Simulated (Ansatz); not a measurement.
# How Al(100) screens a field, part 2 of 2

Wanted: the response of a Al(100) slab to a perpendicular field.

Ansatz 0.2.0; plane-wave DFT, PBE, Ansatz PAW (the session's first sound run).

So far. Step 7 (Atoms held, field 0.2 V/Å): The dipole is 0.177 e·Å. Step 8 (Single point, field -0.2 V/Å): The dipole is -0.177 e·Å.

## Step 9: Atoms held, field 0.4 V/Å

The input, input.yaml:

```yaml
crystal:
  lattice:
    - [2.8637824638, 0.0, 0.0]
    - [0.0, 2.8637824638, 0.0]
    - [0.0, 0.0, 34.2]
  atoms:
    - { symbol: Al, position: [0.0, 0.0, 0.2631578947] }
    - { symbol: Al, position: [0.5, 0.5, 0.3223684211] }
    - { symbol: Al, position: [0.0, 0.0, 0.3815789474] }
    - { symbol: Al, position: [0.5, 0.5, 0.4407894737] }
    - { symbol: Al, position: [0.0, 0.0, 0.5] }
    - { symbol: Al, position: [0.5, 0.5, 0.5592105263] }
    - { symbol: Al, position: [0.0, 0.0, 0.6184210526] }
    - { symbol: Al, position: [0.5, 0.5, 0.6776315789] }
    - { symbol: Al, position: [0.0, 0.0, 0.7368421053] }
kpoints:
  mp_grid: { grid: [18, 18, 1] }
hamiltonian:
  xc: pbe
scf:
  occupations: { method: fermi_dirac, width: 0.1 }
  convergence: { dr2_threshold: 1.0e-10 }
efield:
  axis: 3
  dipole_correction: true
  ramp_position: 0.97
  ramp_width: 0.06
  amplitude: 0.4
output:
  forces: true
  write_potential: true
  write_density: true
  volumetric_format: npy
  elf: true
```

Command:

```
$ ansatz run input.yaml --threads 2 --pin off --max-ram 3072MiB --backend cpu --events-out ev --progress --plain --runs-dir out
```

Numbers of over 12 decimals in the logs are rounded to 6 here.

Output:

```text
[...]
Crystal: 9 atoms, lattice volume = 280.483 Å³
Basis set: ecut = 420 eV, 5487 PW (Γ), exchange–correlation on 40×40×480 points (8 copies of the dense FFT grid, shifted against one another)
Bands: 23, of which v1, the nominal top of the filled ones, is band 14 counted from 1 (13 counted from 0)
Symmetry: 8 space group operations
k-points: 55 of 324
[...]
k-point 0: bands = [... 10 lower, 2.0976, 3.7263, 4.8533, 5.4442, 6.3239, 7.1942, 7.5628, 7.8611, ... 5 higher]
  k-point 1: bands = [... 10 lower, 2.1494, 3.7767, 4.9076, 5.4950, 6.3044, 6.3727, 6.5932, 7.0400, ... 5 higher]
  k-point 2: bands = [... 10 lower, 2.3022, 3.9175, 4.7816, 5.0287, 5.1138, 5.4545, 5.7317, 6.1580, ... 5 higher]
  k-point 54: bands = [... 10 lower, 1.0019, 1.0725, 1.4427, 1.6014, 1.6633, 1.6633, 2.0149, 2.4596, ... 5 higher]
[key lines of the parts left out:]
SCF converged after 10 iterations
Free energy (F): -4836.679448 eV
Fermi energy:    2.254745 eV
Dipole field:    D = 0.228333 V/Å  (p = 0.353926 e·Å, saw-weighted, corrected)
```

It took 49 s on 2 threads of Arm Neoverse N1, shared host; peak memory 0.58 GiB.

Running mean over 2.025 Å of the planar mean, with the applied field; the ramp of the sawtooth is left out. Electron's electrostatic potential energy less the Fermi level against z:

```tsv
z (Å)	electron's electrostatic potential energy less the Fermi level (eV)
4	2.92
6	3.64
8	-0.569
10	-4.58
12	-4.62
14	-4.60
16	-4.62
18	-4.62
20	-4.61
22	-4.61
24	-4.60
26	-1.46
28	4.62
30	5.51
```

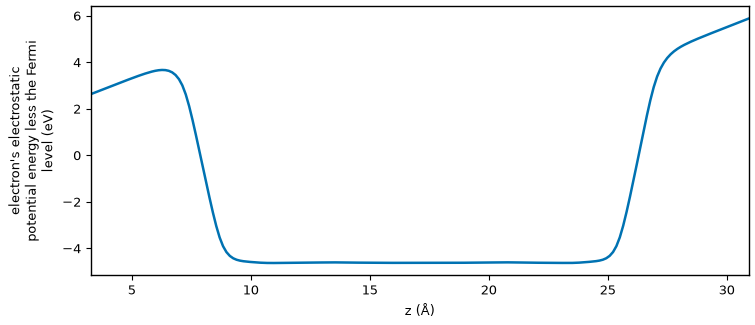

Electron's electrostatic potential energy less the Fermi level against z.

The dipole is 0.354 e·Å.

## Step 10: The response

This step: plane-wave DFT, PBE, Ansatz PAW; screening of a field by a metal slab (Ansatz 0.2.0).

The dipoles give the slope, and the difference of two potentials shows where the field is screened.

This step gave:

* equivalent conductor thickness p/(ε₀AE): 19.51 Å
* distance between the outer atoms: 16.20 Å
* inner field over outer field: 5.57e-4
* image plane, upper face: 1.701 Å
* induced electrons on the upper face over ε₀E: -0.9953
* image plane, lower face: 1.701 Å
* induced electrons on the lower face over ε₀E: 0.9953

Table of dipole of the cell by applied field:

```tsv
applied field (V/Å)	dipole of the cell (e·Å)
-0.200	-0.177
-0.100	-0.0884
-0.050	-0.0442
0.000	0
0.050	0.0442
0.100	0.0884
0.200	0.177
0.400	0.354
```

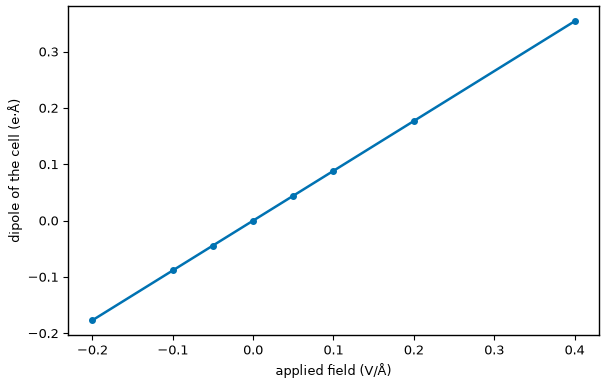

Dipole of the cell against applied field.

Local field over the applied field, running mean. From the potentials at -0.05 and 0.05 V/Å; running mean over 2.025 Å. The local field over applied field by z:

```tsv
z (Å)	local field over applied field
5.0	0.988
7.5	0.457
10.0	0.00173
12.5	0.00109
15.0	1.1e-4
17.5	4.2e-4
20.0	7.7e-4
22.5	4.2e-4
25.0	-0.00260
27.5	0.781
```

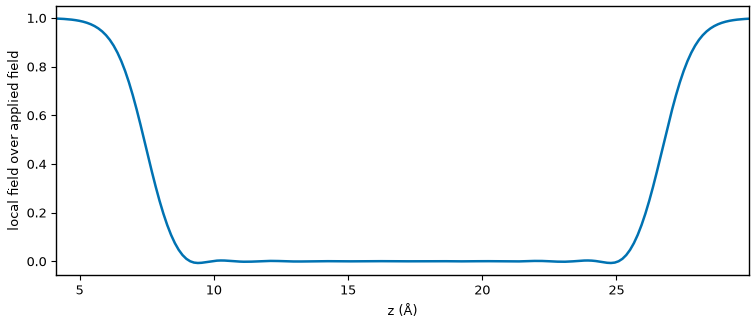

Local field over applied field, plotted against z.

The induced electron density oscillates, so the rows of the table below give means over windows of 2 Å about each position, cut where the curve ends. Its maxima inside the range that stand out by 2 % of the span (Å: e/Å³ per V/Å): 7.7: 0.00369, 10.0: 4.4e-4, 11.8: 2.1e-4, 13.7: 1.2e-4, 15.7: 9.0e-5, 17.7: 7.7e-5, 19.5: 1.1e-4, 21.4: 1.5e-4, 23.2: 3.0e-4, 25.2: 7.7e-4. Its minima: 9.0: -7.7e-4, 11.0: -3.0e-4, 12.8: -1.5e-4, 14.7: -1.1e-4, 16.5: -7.7e-5, 18.5: -9.0e-5, 20.5: -1.2e-4, 22.4: -2.1e-4, 24.2: -4.4e-4, 26.5: -0.00369.

Electrons, planar mean, per unit field. The induced electron density by z; means over each step:

```tsv
z (Å)	induced electron density (e/Å³ per V/Å)
6	6.8e-4
8	0.00213
10	-6.6e-5
12	-1.1e-5
14	-2.1e-6
16	1.2e-6
18	-3.6e-6
20	-3.4e-6
22	-5.7e-6
24	1.6e-5
26	-0.00181
28	-9.2e-4
```

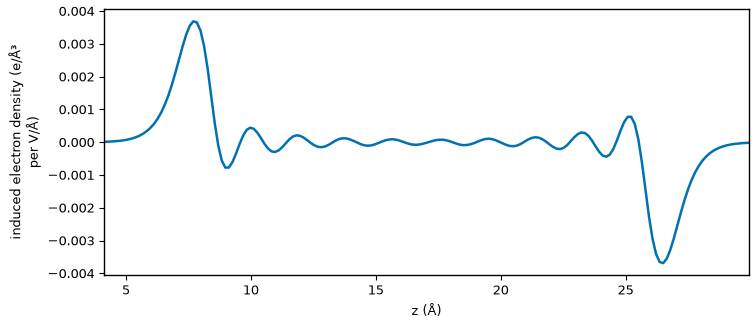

Induced electron density, plotted against z.

By hand: between -0.05 and 0.05 V/Å the dipole changes by 0.08843 e·Å, a slope of 0.8843 e·Å²/V. A perfect conductor of thickness t has p = ε₀AEt, so t = 180.95 × 0.8843 / 8.201 = 19.51 Å (e/ε₀ = 180.95 V·Å, A in Å²). Less the 16.20 Å between the outer atoms, and halved, that puts each image plane 1.66 Å out.

The induced dipole is that of a conductor 19.51 Å thick.

## Step 11: The same run with other settings

This step: plane-wave DFT, PBE, Ansatz PAW, but for the change named below (Ansatz 0.2.0).

A run with a changed input: it repeats the earlier run at 0.05 V/Å with hamiltonian.xc from pbe to lda, scf.occupations.method from fermi_dirac to gaussian and scf.occupations.width from 0.1 to 0.01.

input.yaml: that of step 9 with these lines changed.

```diff
@@ -18,5 +18,5 @@
 hamiltonian:
-  xc: pbe
+  xc: lda
 scf:
-  occupations: { method: fermi_dirac, width: 0.1 }
+  occupations: { method: gaussian, width: 0.01 }
   convergence: { dr2_threshold: 1.0e-10 }
@@ -27,3 +27,3 @@
   ramp_width: 0.06
-  amplitude: 0.4
+  amplitude: 0.05
 output:
@@ -33,2 +33 @@
   volumetric_format: npy
-  elf: true
```

Output:

```text
[...]
Crystal: 9 atoms, lattice volume = 280.483 Å³
Basis set: ecut = 420 eV, 5487 PW (Γ)
Bands: 23, of which v1, the nominal top of the filled ones, is band 14 counted from 1 (13 counted from 0)
Symmetry: 8 space group operations
k-points: 55 of 324
[...]
SCF iter   1: F=—  HF=-4615.774108 eV  |F-HF|=—  |Δ(HF+E_count)|=         —  Δρ=1.77e-2  dr2=1.39e1  ethr=3.10e-3  p=0.044 e·Å  D=2.83e-2 V/Å  ΔV_dip=-0.97 eV  dr2_dipole=5.82e-5  V_vac-E_F(+/−)=7.20/6.60 eV  ⟨swp⟩=9.4  Hψ=8511  notcnv=0
[...]
SCF iter  13: F=-4614.676963 eV  HF=-4614.676963 eV  |F-HF|=2.18e-11  |Δ(HF+E_count)|=  9.09e-13  Δρ=1.81e-8  dr2=1.34e-11  ethr=1.00e-12  p=0.044 e·Å  D=2.85e-2 V/Å  ΔV_dip=-0.97 eV  dr2_dipole=7.77e-12  V_vac-E_F(+/−)=4.62/4.03 eV  ⟨swp⟩=19.9  Hψ=9220  notcnv=0
the search or the solves at the SCF's close seem to have found levels that the self-consistency loop had missed (the run counts 1). By its estimate they hold under 1e-12 electrons; where the run keeps them, the occupations were computed again with them
SCF 1 converged in 13 iterations: F = -4614.676963 eV  dr2 = 1.34e-11
[...]
SCF converged after 13 iterations
Free energy (F): -4614.676963 eV
[...]
Internal energy: -4614.676756 eV  (E = F + TS)
E sigma→0 (E₀):  -4614.676859 eV
Entropy (-TS):   -0.000208 eV (-0.023 meV/atom)
Fermi energy:    2.118263 eV
Dipole field:    D = 0.028504 V/Å  (p = 0.044183 e·Å, saw-weighted, corrected)
Work function:   not extracted (applied field tilts the vacuum); planar V_es + V_field profile in the machine report
[...]
--- Forces (eV/Å), atoms counted from 1 ---
  atom   1  Al    -0.00000000     0.00000000     0.14762174
  atom   2  Al    -0.00000000     0.00000000     0.05062279
  atom   3  Al    -0.00000000     0.00000000     0.06802439
  atom   4  Al    -0.00000000     0.00000000     0.00051471
  atom   5  Al     0.00000000     0.00000000    -0.00033169
  atom   6  Al     0.00000000     0.00000000    -0.00069355
  atom   7  Al     0.00000000     0.00000000    -0.06851320
  atom   8  Al     0.00000000     0.00000000    -0.05167616
  atom   9  Al     0.00000000     0.00000000    -0.14557029
  max |Σ_I F_I| component: 1.25e-6 eV/Å
--- Band table (eV; the first three rows and the last of 55) ---
  k-point 0: bands = [... 10 lower, 1.9284, 3.5616, 4.9924, 5.9775, 6.4041, 7.2167, 7.3850, 7.4452, ... 5 higher]
  k-point 1: bands = [... 10 lower, 1.9803, 3.6124, 5.0436, 6.0295, 6.1409, 6.4252, 6.4576, 6.8776, ... 5 higher]
  k-point 2: bands = [... 10 lower, 2.1345, 3.7567, 4.6150, 4.9072, 5.1439, 5.4077, 5.9881, 6.2055, ... 5 higher]
  k-point 54: bands = [... 10 lower, 0.8289, 0.8998, 1.2715, 1.4238, 1.5246, 1.5246, 1.8631, 2.2590, ... 5 higher]
```

Run time: 48 s. Hardware: 2 threads; peak memory 0.55 GiB; 94 s of CPU time.

This step gave:

| Quantity | Value |
| --- | --- |
| energy at zero smearing | -4614.6769 eV |
| dipole along the normal | 0.04418 e·Å |

Force by atom:

```tsv
atom	x (eV/Å)	y (eV/Å)	z (eV/Å)	size
Al1	0.000	0.000	0.148	0.148
Al2	0.000	0.000	0.051	0.051
Al3	0.000	0.000	0.068	0.068
Al4	0.000	0.000	0.001	0.001
Al5	0.000	0.000	0.000	0.000
Al6	0.000	0.000	-0.001	0.001
Al7	0.000	0.000	-0.069	0.069
Al8	0.000	0.000	-0.052	0.052
Al9	0.000	0.000	-0.146	0.146
```

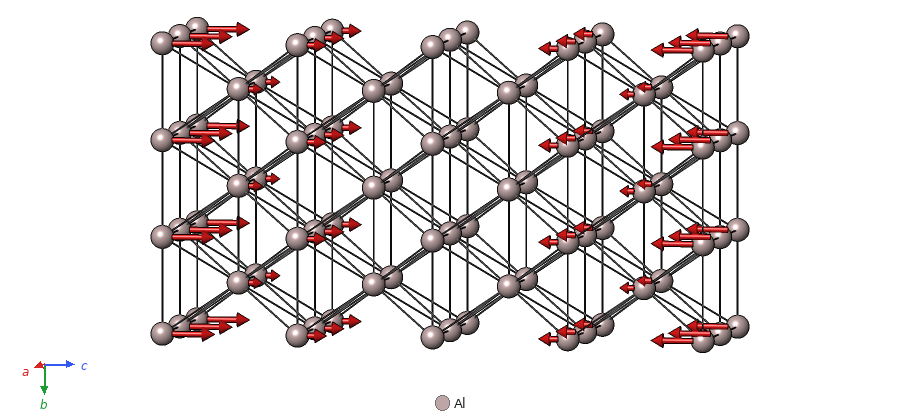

Force as arrows, the longest 0.148 eV/Å. 2×3×1 cells are drawn. Some periodic images of atoms are drawn too.

```tsv
quantity	this run	earlier run	difference
dipole along the normal (e·Å)	0.04418	0.04422	-3.4e-5
```

The dipole moves by under 0.5 % or 5e-5 e·Å. The run took 13 SCF cycles against 10.

## Step 12: A changed input

Another changed input: it repeats the earlier run at 0.05 V/Å with hamiltonian.pseudopotentials to kind: paw, source: jth and basis.ecutrho_ratio to 8.

input.yaml: that of step 11 with these lines changed.

```diff
@@ -18,5 +18,6 @@
 hamiltonian:
-  xc: lda
+  xc: pbe
+  pseudopotentials: { kind: paw, source: jth }
 scf:
-  occupations: { method: gaussian, width: 0.01 }
+  occupations: { method: fermi_dirac, width: 0.1 }
   convergence: { dr2_threshold: 1.0e-10 }
@@ -33 +34,3 @@
   volumetric_format: npy
+basis:
+  ecutrho_ratio: 8
```

Output:

```text
Warning: <dir> the checks of this Al dataset prove no rule for summing its radial tables, as where they were carried onto another mesh than they were made on, and Gregory's rule is taken, under which a leading mesh point left out moves its sums only by what lay on the interval it spanned. That does not make them correct, and they differ from Quantum ESPRESSO's on this file; a re-export a fraction of a mesh step off can move them. hamiltonian.pseudopotentials.radial_quadrature: simpson_from_first_knot sums it by `pw.x`'s rule; on a PAW file no value gives `pw.x`'s numbers. What more to know: hamiltonian.pseudopotentials.radial_quadrature, in the input reference
[...]
Crystal: 9 atoms, lattice volume = 280.483 Å³
Basis set: ecut = 570 eV, 8709 PW (Γ), exchange–correlation on 64×64×768 points (8 copies of the dense FFT grid, shifted against one another)
Bands: 23, of which v1, the nominal top of the filled ones, is band 14 counted from 1 (13 counted from 0)
Symmetry: 8 space group operations
k-points: 55 of 324
[...]
SCF iter   1: F=—  HF=-4836.907320 eV  |F-HF|=—  |Δ(HF+E_count)|=         —  Δρ=1.83e-2  dr2=1.30e1  ethr=3.10e-3  p=0.044 e·Å  D=2.83e-2 V/Å  ΔV_dip=-0.97 eV  dr2_dipole=6.50e-5  V_vac-E_F(+/−)=7.01/6.40 eV  ⟨swp⟩=12.1  Hψ=12583  notcnv=0  defer=4
[...]
SCF iter   8: F=-4836.111107 eV  HF=-4836.111107 eV  |F-HF|=8.64e-11  |Δ(HF+E_count)|=   2.02e-9  Δρ=9.59e-8  dr2=6.84e-11  ethr=1.00e-12  p=0.044 e·Å  D=2.85e-2 V/Å  ΔV_dip=-0.98 eV  dr2_dipole=2.83e-13  V_vac-E_F(+/−)=4.53/3.93 eV  ⟨swp⟩=19.9  Hψ=13196  notcnv=0
[...]
SCF 1 converged in 8 iterations: F = -4836.111107 eV  dr2 = 6.84e-11
[...]
SCF converged after 8 iterations
Free energy (F): -4836.111107 eV
[...]
Internal energy: -4835.990043 eV  (E = F + TS)
E sigma→0 (E₀):  -4836.050575 eV
Entropy (-TS):   -0.121064 eV (-13.452 meV/atom)
Fermi energy:    2.258442 eV
Dipole field:    D = 0.028523 V/Å  (p = 0.044212 e·Å, saw-weighted, corrected)
Work function:   not extracted (applied field tilts the vacuum); planar V_es + V_field profile in the machine report
[...]
--- Forces (eV/Å), atoms counted from 1 ---
  atom   1  Al    -0.00000000     0.00000000    -0.03134232
  atom   2  Al    -0.00000000     0.00000000     0.05319327
  atom   3  Al     0.00000000     0.00000000     0.04982757
  atom   4  Al     0.00000000     0.00000000     0.02183319
  atom   5  Al     0.00000000     0.00000000    -0.00028304
  atom   6  Al     0.00000000     0.00000000    -0.02197383
  atom   7  Al     0.00000000     0.00000000    -0.05023818
  atom   8  Al    -0.00000000     0.00000000    -0.05421125
  atom   9  Al     0.00000000     0.00000000     0.03319460
  max |Σ_I F_I| component: 2.07e-8 eV/Å
--- Band table (eV; the first three rows and the last of 55) ---
  k-point 0: bands = [... 10 lower, 2.1043, 3.7540, 5.1863, 6.0901, 6.4747, 7.3226, 7.4919, 7.6035, ... 5 higher]
  k-point 1: bands = [... 10 lower, 2.1561, 3.8042, 5.2370, 6.1422, 6.3185, 6.5255, 6.6077, 7.0630, ... 5 higher]
  k-point 2: bands = [... 10 lower, 2.3091, 3.9440, 4.7900, 5.0865, 5.3207, 5.6045, 6.1658, 6.3247, ... 5 higher]
  k-point 54: bands = [... 10 lower, 1.0079, 1.0776, 1.4491, 1.6064, 1.6654, 1.6654, 2.0215, 2.4636, ... 5 higher]
```

Run time: 86 s. Hardware: 2 threads; peak memory 0.97 GiB; 2.6 min of CPU time.

This step gave:

```yaml
energy_at_zero_smearing: -4836.0506 eV
dipole_along_the_normal: 0.04421 e·Å
```

Force by atom:

```tsv
atom	x (eV/Å)	y (eV/Å)	z (eV/Å)	size
Al1	0.0000	0.0000	-0.0313	0.0313
Al2	0.0000	0.0000	0.0532	0.0532
Al3	0.0000	0.0000	0.0498	0.0498
Al4	0.0000	0.0000	0.0218	0.0218
Al5	0.0000	0.0000	-0.0003	0.0003
Al6	0.0000	0.0000	-0.0220	0.0220
Al7	0.0000	0.0000	-0.0502	0.0502
Al8	0.0000	0.0000	-0.0542	0.0542
Al9	0.0000	0.0000	0.0332	0.0332
```

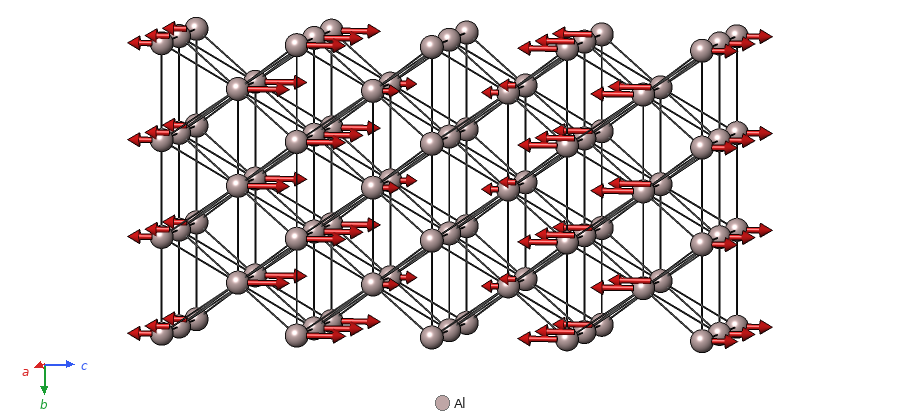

Force as arrows, the longest 0.0542 eV/Å. 2×3×1 cells are drawn. Some periodic images of atoms are drawn too.

```tsv
quantity	this run	earlier run	difference
dipole along the normal (e·Å)	0.04421	0.04422	-5.4e-6
```

The dipole moves by under 0.5 % or 5e-5 e·Å. The run took 8 SCF cycles against 10.

## Step 13: Results

```
work function                                : 4.24 eV
image plane, upper face                      : 1.70 Å
induced electrons on the upper face over ε₀E : -0.995
equivalent conductor thickness p/(ε₀AE)      : 19.5 Å
inner field over outer field                 : 5.6e-4
```

In words: The induced charge has its centre 1.70 Å outside the outermost atoms; this is the plane from which a capacitor's gap or an image potential counts. The equivalent conductor thickness exceeds the distance between the outer atoms by 3.31 Å, about the sum of the two image-plane distances. In the middle of the slab the field is screened to under 0.5 % of its outer value. The atoms are held at bulk positions with the tabulated experimental lattice constant.

[Logs are printed without paths, hosts, clocks, repeated set-up lines and the standing remarks that a program may print on its own settings, such as how far it seeks lower states.]

[Hosts, paths, dates, database ids (printed as entryN), source tags and the programs' standing remarks are cut or masked in the printed files.]

[Maps of the electrostatic potential energy from Ansatz leave out the sawtooth potential of an applied field or a dipole correction, so their vacuum need not be flat; planar profiles and work functions include it.]
